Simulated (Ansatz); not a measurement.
System (SMILES): Br (HBr).
Atoms: Br1, H2. Bonds: Br1-H2.

Basis-set convergence of the optimised Br1-H2 bond length at PBE with Ansatz (an electronic-structure program). Cartesian d functions, on some or all atoms, in 3-21G, 6-31G*; all else is spherical. The program fits the integrals of some runs and decomposes those of others, by size. No added dispersion term, no relativity. Reference: the value in aug-cc-pV5Z, 1.4319 Å, itself unsure by roughly 0.0006 Å (its mean distance from pcseg-4, aug-pcseg-3, aug-cc-pVQZ). Deviations are taken from unrounded values.

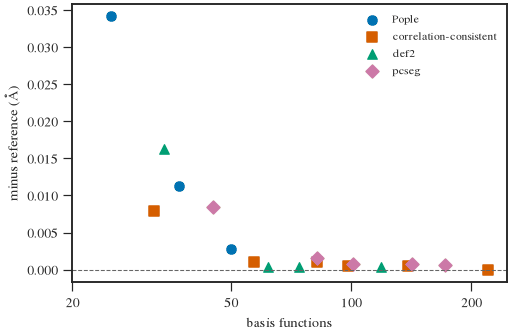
Figure: Deviation from the reference against the number of basis functions, by family of sets.

```json
[
 {"basis": "3-21G", "functions": "25", "optimised Br1-H2 bond length (Å)": "1.4660", "minus reference (Å)": "0.0341"},
 {"basis": "cc-pVDZ", "functions": "32", "optimised Br1-H2 bond length (Å)": "1.4398", "minus reference (Å)": "0.0079"},
 {"basis": "def2-SV(P)", "functions": "34", "optimised Br1-H2 bond length (Å)": "1.4481", "minus reference (Å)": "0.0162"},
 {"basis": "6-31G*", "functions": "37", "optimised Br1-H2 bond length (Å)": "1.4431", "minus reference (Å)": "0.0112"},
 {"basis": "aug-pcseg-1", "functions": "45", "optimised Br1-H2 bond length (Å)": "1.4404", "minus reference (Å)": "0.0085"},
 {"basis": "6-311G**", "functions": "50", "optimised Br1-H2 bond length (Å)": "1.4347", "minus reference (Å)": "0.0028"},
 {"basis": "cc-pVTZ", "functions": "57", "optimised Br1-H2 bond length (Å)": "1.4330", "minus reference (Å)": "0.0011"},
 {"basis": "def2-TZVPP", "functions": "62", "optimised Br1-H2 bond length (Å)": "1.4322", "minus reference (Å)": "0.0003"},
 {"basis": "def2-TZVPPD", "functions": "74", "optimised Br1-H2 bond length (Å)": "1.4322", "minus reference (Å)": "0.0003"},
 {"basis": "aug-cc-pVTZ", "functions": "82", "optimised Br1-H2 bond length (Å)": "1.4329", "minus reference (Å)": "0.0010"},
 {"basis": "aug-pcseg-2", "functions": "82", "optimised Br1-H2 bond length (Å)": "1.4335", "minus reference (Å)": "0.0016"},
 {"basis": "cc-pVQZ", "functions": "98", "optimised Br1-H2 bond length (Å)": "1.4324", "minus reference (Å)": "0.0005"},
 {"basis": "pcseg-3", "functions": "101", "optimised Br1-H2 bond length (Å)": "1.4326", "minus reference (Å)": "0.0007"},
 {"basis": "def2-QZVPP", "functions": "119", "optimised Br1-H2 bond length (Å)": "1.4322", "minus reference (Å)": "0.0003"},
 {"basis": "aug-cc-pVQZ", "functions": "139", "optimised Br1-H2 bond length (Å)": "1.4324", "minus reference (Å)": "0.0005"},
 {"basis": "aug-pcseg-3", "functions": "142", "optimised Br1-H2 bond length (Å)": "1.4326", "minus reference (Å)": "0.0007"},
 {"basis": "pcseg-4", "functions": "172", "optimised Br1-H2 bond length (Å)": "1.4325", "minus reference (Å)": "0.0006"},
 {"basis": "aug-cc-pV5Z", "functions": "220", "optimised Br1-H2 bond length (Å)": "1.4319", "minus reference (Å)": "0.0000"}
]
```
